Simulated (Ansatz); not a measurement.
# CH5FSi (SMILES C[SiH2]F) at B2PLYP/jorge-DZP (density fitting with def2-universal-jkfit, accuracy low)

We compute a structure relaxation of CH5FSi. 

Program for the calculation: Ansatz 0.2.0.

9 further runs of the same task are left out: 2 for a known fault of the program, 1 that didn't finish, 6 set aside as unsound or not needed.

### 1 The system as given

CH5FSi: 8 atoms, total charge 0, spin state singlet. SMILES: `C[SiH2]F`. The coordinates come from a PBE0-D4/def2-TZVP relaxation. The run starts from this shape.

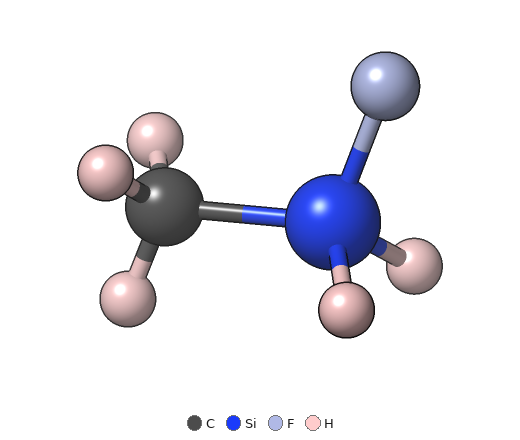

Viewed from a chosen angle; carbon dark grey, silicon blue, fluorine light blue, hydrogen pink.

### 2 A geometry optimisation at B2PLYP/jorge-DZP (density fitting with def2-universal-jkfit, accuracy low)

File input.yaml:

```yaml
basis:
  gaussian:
    orbitals: jorge-DZP.json
    fitting: {mean_field: def2-universal-jkfit}
crystal:
  periodic: [false, false, false]
  atoms:
    - {symbol: C, position_ang: [-0.521400, 0.700300, -0.437000]}
    - {symbol: Si, position_ang: [0.448400, -0.642000, 0.395200]}
    - {symbol: F, position_ang: [1.946500, -0.649600, -0.178800]}
    - {symbol: H, position_ang: [-0.562400, 0.542500, -1.517100]}
    - {symbol: H, position_ang: [-1.546700, 0.713200, -0.056500]}
    - {symbol: H, position_ang: [-0.077200, 1.680300, -0.248400]}
    - {symbol: H, position_ang: [0.538700, -0.420800, 1.860700]}
    - {symbol: H, position_ang: [-0.133700, -1.981200, 0.126000]}
hamiltonian:
  xc: {name: B2PLYP}
correlation:
  frozen_orbitals: {C: 1, F: 1, H: 0, Si: 5}
accuracy: low
relax:
  escape_saddle: false
```

The basis set jorge-DZP is read from a file made from the Basis Set Exchange's data (not shown).

Started as:

```
$ ansatz run input.yaml --threads 1 --pin off --max-ram 2610MiB --events-out events.jsonl --progress --plain --runs-dir runs
```

Output:

```text
Warning: RAYON_NUM_THREADS=1 ignored (pool sized by the plan → 1); use --threads N
The last accepted step is kept in runs//last_step.txt (removed where the run ends without a failure and the disk answers)
[... 21 lines left out ...]
7 core orbitals not correlated: weight in the atoms' cores, before any rotation towards them, 1.000 or more for the frozen orbitals, at most 0.000 for the correlated occupied ones
[... 16 lines left out ...]
7 core orbitals not correlated: weight in the atoms' cores, before any rotation towards them, 1.000 or more for the frozen orbitals, at most 0.000 for the correlated occupied ones
[... 10 lines left out ...]
Total energy: -11708.43404982 eV, -430.2770150692 hartree
[... 8 lines left out ...]
Dipole moment:    -0.412967     0.125574     0.046654 e Å
```

It took 23 s on 1 thread of Arm Neoverse V2, shared host.

The path in brief:

| step | energy from the first frame kept (eV) | largest force (eV/Å) |
| --- | --- | --- |
| 1 | 0.0000 | 1.7060 |
| 2 | -0.0341 | 0.9996 |
| 3 | -0.0506 | 0.1188 |
| 4 | -0.0508 | 0.0092 |

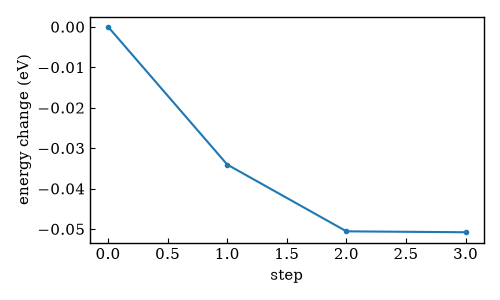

Energy along the run.

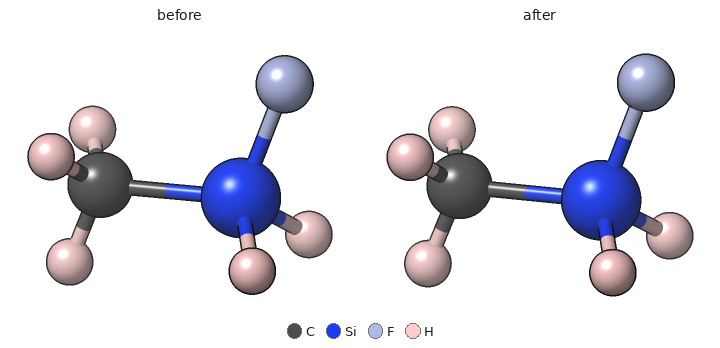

Before and after, at one scale.

After the run. Bond lengths: C1–Si2 1.869 Å, Si2–F3 1.657 Å, C1–H4 1.102 Å, C1–H5 1.104 Å, C1–H6 1.102 Å, Si2–H7 1.485 Å, Si2–H8 1.485 Å. Some angles: C1–Si2–F3 108.8°, C1–Si2–H7 111.9°, C1–Si2–H8 111.9°, F3–Si2–H7 106.8°, F3–Si2–H8 106.8°, Si2–C1–H4 110.9°, Si2–C1–H5 110.1°, Si2–C1–H6 110.9°, H7–Si2–H8 110.4°, H4–C1–H5 108.2°.

### 3 What came out

At B2PLYP/jorge-DZP (density fitting with def2-universal-jkfit, accuracy low), 7 core orbitals frozen:

| quantity | value |
| --- | --- |
| total energy at the end | -430.27702 Eh |
| dipole moment (SCF part) | 2.09 D |

In words: At the final geometry: Bond lengths: C1–Si2 1.869 Å, Si2–F3 1.657 Å, C1–H4 1.102 Å, C1–H5 1.104 Å, C1–H6 1.102 Å, Si2–H7 1.485 Å, Si2–H8 1.485 Å. Some angles: C1–Si2–F3 108.8°, C1–Si2–H7 111.9°, C1–Si2–H8 111.9°, F3–Si2–H7 106.8°, F3–Si2–H8 106.8°, Si2–C1–H4 110.9°, Si2–C1–H5 110.1°, Si2–C1–H6 110.9°, H7–Si2–H8 110.4°, H4–C1–H5 108.2°. The optimisation took 3 steps and changed the energy by -0.051 eV. The accuracy setting is loose, so the last digits carry no meaning.
